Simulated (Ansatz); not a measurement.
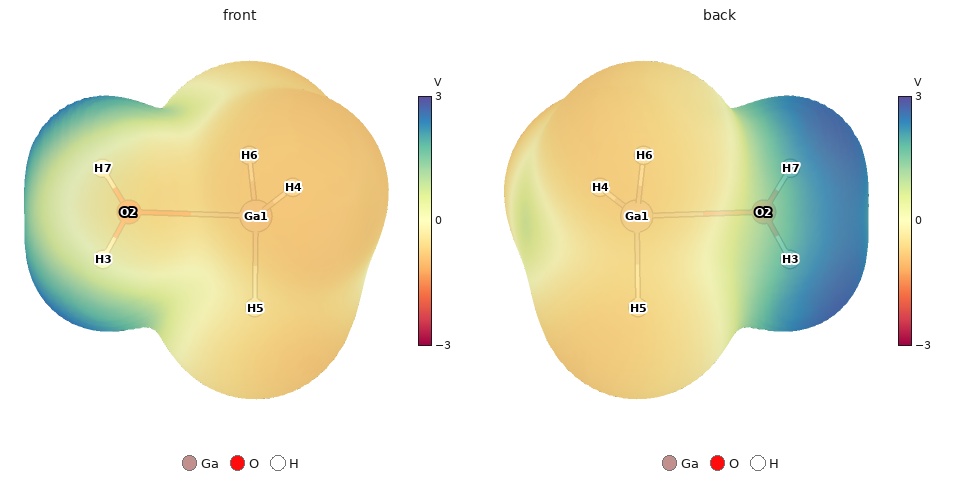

Figure. GaH₅O. The molecular electrostatic potential painted on the density surface at 0.001 e/bohr³, seen from the front and from behind; the colour scale runs from red (negative) to blue (positive).

Computed with RKS B3LYP/def2-SVP (Ansatz 0.2.0).

The calculation's input:

```
crystal:
  periodic: [false, false, false]
  atoms:
    - { symbol: Ga, position_ang: [0.058054, 0.442079, -0.498609] }
    - { symbol: O, position_ang: [-0.022881, 0.070157, 2.45303] }
    - { symbol: H, position_ang: [-0.952104, -0.05258, 2.687523] }
    - { symbol: H, position_ang: [1.424917, -0.13201, -1.016021] }
    - { symbol: H, position_ang: [-1.321695, -0.201442, -0.878284] }
    - { symbol: H, position_ang: [0.054429, 1.75833, 0.365654] }
    - { symbol: H, position_ang: [-0.001619, 0.978067, 2.061608] }
basis:
  gaussian: { orbitals: def2-SVP }
hamiltonian:
  xc: b3lyp
relax:
  f_tol: 0.03
  max_steps: 50
output:
  orbitals: {}
```

Launched as:

```sh
ansatz run input.yaml --threads 1 --pin off --max-ram 2048MiB --backend cpu --events-out ev --progress --plain --runs-dir out
```

The fields are those of the run's last geometry, not of the input's.

### Describe the electrostatic potential map.

The most negative region (about −0.9 V) lies over H4, the most positive (about +2.7 V) over H3 and H7.
